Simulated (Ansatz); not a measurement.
# CH5Cl2InO: molecular dynamics

The run: molecular dynamics of CH5Cl2InO. Method and program: UKS r2SCAN, rpa/def2-SVP (Ansatz 0.2.0).

The geometry comes from this level: PBE0-D4/def2-TZVP.

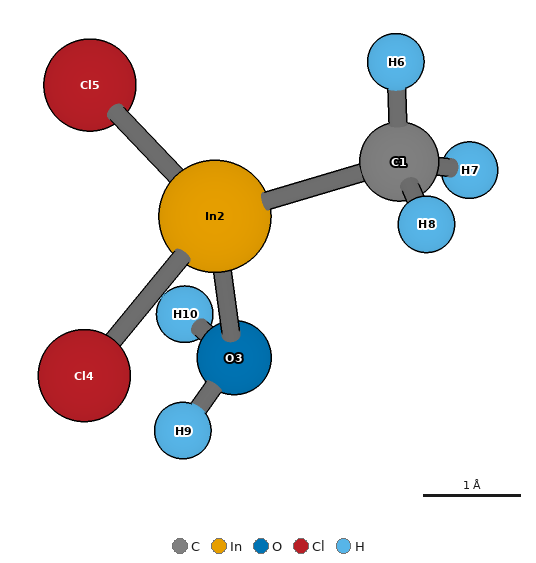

The starting structure (ball-and-stick view, seen at a tilt; atoms are numbered from 1 in the order of the input). Sticks mark near contacts. Bond lengths as drawn: Cl–In 2.36 Å, C–H 1.09 Å, C–In 2.13 Å, H–O 0.97 Å and In–O 2.34 Å.

Outcome:

| quantity | value |
| --- | --- |
| outcome | refused by the program |
| hardware | 4 threads of Intel Xeon @ 2.50GHz, 180 GiB of memory available, shared host |

Diagnosis:

The program refused the input: “forces are implemented only for Hartree–Fock and Kohn–Sham states of molecules, for MP2, coupled cluster and FCI on these and for active spaces without a correction or with SC-NEVPT2: ask for no forces”

Input file:
```yaml
crystal:
  periodic: [false, false, false]
  atoms:
    - {symbol: C, position_ang: [-1.776920, -0.407296, 0.470924]}
    - {symbol: In, position_ang: [-0.082463, 0.475740, -0.459985]}
    - {symbol: O, position_ang: [1.903046, -0.465965, 0.343037]}
    - {symbol: Cl, position_ang: [0.679557, -0.104743, -2.617596]}
    - {symbol: Cl, position_ang: [0.814478, 2.561376, 0.189124]}
    - {symbol: H, position_ang: [-2.550257, 0.347842, 0.605573]}
    - {symbol: H, position_ang: [-1.480345, -0.796191, 1.444791]}
    - {symbol: H, position_ang: [-2.154643, -1.217297, -0.150813]}
    - {symbol: H, position_ang: [2.339869, -0.756539, -0.469442]}
    - {symbol: H, position_ang: [2.390678, 0.311972, 0.647287]}
basis:
  gaussian: {orbitals: def2-SVP}
magnetization: {spin_polarized: true, initial_magnetization: 0}
hamiltonian: {xc: {name: r2SCAN}}
correlation: {method: rpa}
md: {timestep: 1 fs, n_steps: 50, ensemble: nve, temperature: 1500, initial_velocities: maxwell_boltzmann, seed: 667}
```

Launched with:
```bash
ansatz run in.yaml --threads 4 --pin off --events-out ev --progress --plain --max-ram 10444MiB
```

The program's output:
```
Error: forces are implemented only for Hartree–Fock and Kohn–Sham states of molecules, for MP2, coupled cluster and FCI on these and for active spaces without a correction or with SC-NEVPT2: ask for no forces
```
